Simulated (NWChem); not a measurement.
# One shape, several levels: C2H7N (ethanamine)

We compute a comparison of 5 runs (CAM-B3LYP/cc-pVDZ, B2PLYP/cc-pVDZ, M06-2X/cc-pVDZ, wB97X/cc-pVDZ, MP3/cc-pVDZ) of C2H7N (ethanamine). 

The results are computed with NWChem 7.3.0.

## (1) The molecule

The species is C2H7N (10 atoms), meant as a singlet with charge 0. As SMILES, `CCN`. Geometry: relaxed at PBE0-D4/def2-TZVP. This is one conformer, not always the lowest.

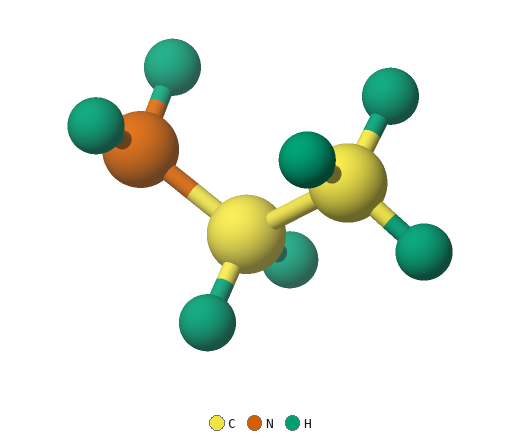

Viewed from a chosen angle; carbon yellow, nitrogen orange, hydrogen teal.

## (2) Energy and gradient at CAM-B3LYP/cc-pVDZ (run 1)

The input, job.nw:

```
start job
memory 2200 mb
geometry units angstroms noautosym nocenter noautoz
 C    -0.786000    0.493000   -0.521100
 C     0.079100   -0.652700   -0.018000
 N     1.196800   -0.274900    0.831400
 H    -1.603400    0.130900   -1.151600
 H    -0.194800    1.198600   -1.112400
 H    -1.227000    1.045500    0.313900
 H     0.480900   -1.211500   -0.869300
 H    -0.539300   -1.362800    0.540400
 H     0.864200    0.221000    1.650200
 H     1.812700    0.361800    0.339500
end
basis spherical bse
 * library cc-pVDZ
end
dft
 xc xcamb88 1.00 lyp 0.81 vwn_5 0.19 hfexch 1.00
 cam 0.33 cam_alpha 0.19 cam_beta 0.46
 grid xfine
 convergence energy 1e-08
 direct
 maxiter 100
 mulliken
 print low
end
task dft gradient
```

Started as:

```sh
$ nwchem job.nw > job.out
```

Output:

```text
[...]
 d= 0,ls=0.0,diis     1   -135.0582933273 -2.18D+02  6.90D-03  3.09D-01     4.8
[...]
 d= 0,ls=0.0,diis     9   -135.0943320955 -1.84D-09  1.27D-06  1.91D-09    40.9
         Total DFT energy =     -135.094332095467
      One electron energy =     -345.481575827048
           Coulomb energy =      147.662778881309
    Exchange-Corr. energy =      -20.333349212834
 Nuclear repulsion energy =       83.057814063107
[...]
      Total Density - Mulliken Population Analysis
     ---------------------------------------------
    Atom       Charge   Shell Charges
 -----------   ------   -------------------------------------------------------
    1 C    6     6.04   2.01  0.65  0.35  2.13  0.84  0.05
    2 C    6     5.99   2.01  0.66  0.36  2.10  0.76  0.10
    3 N    7     7.18   2.01  0.75  0.61  2.44  1.34  0.03
    4 H    1     0.99   0.74  0.22  0.03
    5 H    1     0.99   0.74  0.22  0.03
    6 H    1     0.99   0.74  0.22  0.03
    7 H    1     0.98   0.75  0.20  0.03
    8 H    1     0.98   0.75  0.20  0.03
    9 H    1     0.93   0.73  0.15  0.05
   10 H    1     0.93   0.73  0.15  0.05
[...]
                         DFT ENERGY GRADIENTS
    atom               coordinates                        gradient
                 x          y          z           x          y          z
   1 C      -1.485325   0.931635  -0.984736   -0.001445   0.002578  -0.000744
   2 C       0.149477  -1.233424  -0.034015   -0.001430  -0.003675  -0.001441
   3 N       2.261624  -0.519486   1.571118   -0.000826   0.008405   0.000173
   4 H      -3.029987   0.247365  -2.176208    0.004134   0.001584   0.003155
   5 H      -0.368119   2.265026  -2.102131   -0.002975  -0.003777   0.003040
   6 H      -2.318694   1.975709   0.593185    0.002316  -0.003002  -0.004264
   7 H       0.908769  -2.289403  -1.642739   -0.001848   0.002893   0.004290
   8 H      -1.019129  -2.575319   1.021208    0.003152   0.003626  -0.002629
   9 H       1.633101   0.417629   3.118426    0.002018  -0.003903  -0.004305
  10 H       3.425506   0.683703   0.641562   -0.003096  -0.004729   0.002724
[...]
```

Run time: 54 s. Hardware: 1 thread of Intel Xeon 6975P-C (Granite Rapids), shared host; peak memory 0.15 GiB.

## (3) The energy at B2PLYP/cc-pVDZ (run 2)

The input, a.nw:

```
start a
title "C2H7N"
memory stack 880 mb heap 220 mb global 1100 mb

geometry noautosym nocenter noautoz
C     -0.786000     0.493000    -0.521100
C      0.079100    -0.652700    -0.018000
N      1.196800    -0.274900     0.831400
H     -1.603400     0.130900    -1.151600
H     -0.194800     1.198600    -1.112400
H     -1.227000     1.045500     0.313900
H      0.480900    -1.211500    -0.869300
H     -0.539300    -1.362800     0.540400
H      0.864200     0.221000     1.650200
H      1.812700     0.361800     0.339500
end

basis "ao basis" spherical bse
* library cc-pVDZ
end

dft
xc hfexch 0.53 becke88 0.47 lyp 0.73 mp2 0.27
dftmp2 semidirect
grid xfine
convergence energy 1e-08
maxiter 100
mulliken
print low
end

mp2
freeze core 3
end

task dft energy
```

Started as:

```sh
$ nwchem a.nw > a.out
```

Output:

```text
[...]
 d= 0,ls=0.0,diis     1   -134.8265420956 -2.18D+02  5.98D-03  2.55D-01     3.4
[...]
 d= 0,ls=0.0,diis     8   -134.8620565273 -7.79D-09  1.23D-06  3.34D-09    24.1
         Total DFT energy =     -134.862056527303
      One electron energy =     -345.383467847484
           Coulomb energy =      147.576374872743
    Exchange-Corr. energy =      -20.112777615668
 Nuclear repulsion energy =       83.057814063107
[...]
      Total Density - Mulliken Population Analysis
     ---------------------------------------------
    Atom       Charge   Shell Charges
 -----------   ------   -------------------------------------------------------
    1 C    6     6.04   2.01  0.66  0.37  2.09  0.86  0.05
    2 C    6     5.97   2.01  0.66  0.37  2.06  0.76  0.11
    3 N    7     7.23   2.01  0.76  0.64  2.40  1.39  0.03
    4 H    1     0.98   0.75  0.20  0.03
    5 H    1     0.99   0.75  0.20  0.03
    6 H    1     0.99   0.75  0.20  0.03
    7 H    1     0.98   0.76  0.19  0.03
    8 H    1     0.98   0.76  0.19  0.03
    9 H    1     0.93   0.74  0.13  0.06
   10 H    1     0.93   0.74  0.13  0.06
[...]
  Basis functions       =     77
[...]
```

Wall time 26 s (1 thread of Intel Xeon 6975P-C (Granite Rapids), shared host); peak memory 0.2 GiB.

Runs 3 to 4 aren't shown in full; the table further down has their settings and results.

## (4) A single-point energy at MP3/cc-pVDZ (run 5)

The input, c2h7n.nw:

```
start c2h7n
title "C2H7N energy"
memory stack 330 mb heap 110 mb global 1760 mb

geometry noautosym nocenter noautoz
  C     -0.786000     0.493000    -0.521100
  C      0.079100    -0.652700    -0.018000
  N      1.196800    -0.274900     0.831400
  H     -1.603400     0.130900    -1.151600
  H     -0.194800     1.198600    -1.112400
  H     -1.227000     1.045500     0.313900
  H      0.480900    -1.211500    -0.869300
  H     -0.539300    -1.362800     0.540400
  H      0.864200     0.221000     1.650200
  H      1.812700     0.361800     0.339500
end

basis spherical bse
  * library cc-pVDZ
end

scf
  thresh 1e-08
  maxiter 80
  noprint "final vectors analysis"
end

tce
  scf
  mbpt3
  freeze core 3
  maxiter 60
end

task tce energy
```

Started as:

```sh
$ nwchem c2h7n.nw > c2h7n.out
```

Output:

```text
[...]
  functions       =    77
[...]
  wavefunction    = RHF
[...]
         Total SCF energy =   -134.262420783840
      One-electron energy =   -345.156483190339
      Two-electron energy =    127.836248343393
 Nuclear repulsion energy =     83.057814063107
        Time for solution =      7.6s
[...]
         Wavefunction type : Restricted Hartree-Fock
          No. of electrons :    26
[...]
         Spin multiplicity : singlet
[...]
```

Wall time 20 s (1 thread of Intel Xeon 6975P-C (Granite Rapids), shared host); peak memory 1 GiB.

## (5) All runs side by side

| run | level | task | frozen core orbitals | energy (Eh) | largest force (eV/Å) | wall time |
| --- | --- | --- | --- | --- | --- | --- |
| 1 | CAM-B3LYP/cc-pVDZ | gradient | – | -135.094332 | 0.434 | 54 s |
| 2 | B2PLYP/cc-pVDZ | energy | 3 | -135.015215 | – | 26 s |
| 3 | M06-2X/cc-pVDZ | gradient | – | -135.101955 | 0.502 | 42 s |
| 4 | wB97X/cc-pVDZ | gradient | – | -135.139214 | 0.439 | 64 s |
| 5 | MP3/cc-pVDZ | energy | 3 | -134.768102 | – | 20 s |

## (6) What came out

| quantity | value |
| --- | --- |
| run 5: total energy | -134.76810 Eh |
| run 5: correlation energy (3 core orbitals frozen) | -505.7 mEh |

Totals of different functionals can't be ranked against each other. All runs together took 3.4 min, the longest 64 s.
